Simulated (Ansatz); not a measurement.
System: Cu2Te2.

The calculation's input:

```
crystal:
  periodic: [false, false, false]
  atoms:
    - {symbol: Cu, position_ang: [0.696253, 0.486886, 1.044057]}
    - {symbol: Cu, position_ang: [0.031795, -0.186053, -1.332770]}
    - {symbol: Te, position_ang: [-1.177049, 1.568262, -0.114972]}
    - {symbol: Te, position_ang: [0.449001, -1.869104, 0.403684]}
basis:
  gaussian: {orbitals: def2-TZVP, initial_orbitals: start.molden}
hamiltonian: {xc: pbe0, dispersion: d4}
scf: {omitted_lower_state_checks: [starts]}
output: {orbitals: {seedname: orbitals}}
```

Run with:

```sh
ansatz run in.yaml --threads 4 --pin off --events-out ev --progress --plain --max-ram 4787MiB
```

Geometry: PBE-D4/def2-SVP; core potentials replace the inner electrons of Te.

The calculation used RKS PBE0-D4/def2-TZVP (Ansatz 0.2.0).

What will maps of the electron density and electron localisation function show?

Answer. Cu–Te (2.45 Å): the density is about 0.47 e/Å³ at the midpoint; the ELF is about 0.50 at the midpoint.

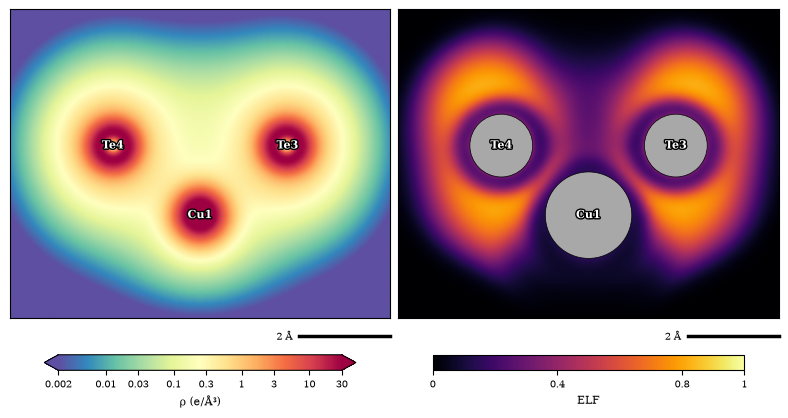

Computed electron density and electron localisation function on the plane of atoms Te3, Cu1 and Te4, in this order. Grey discs cover the atomic cores in the ELF map. 
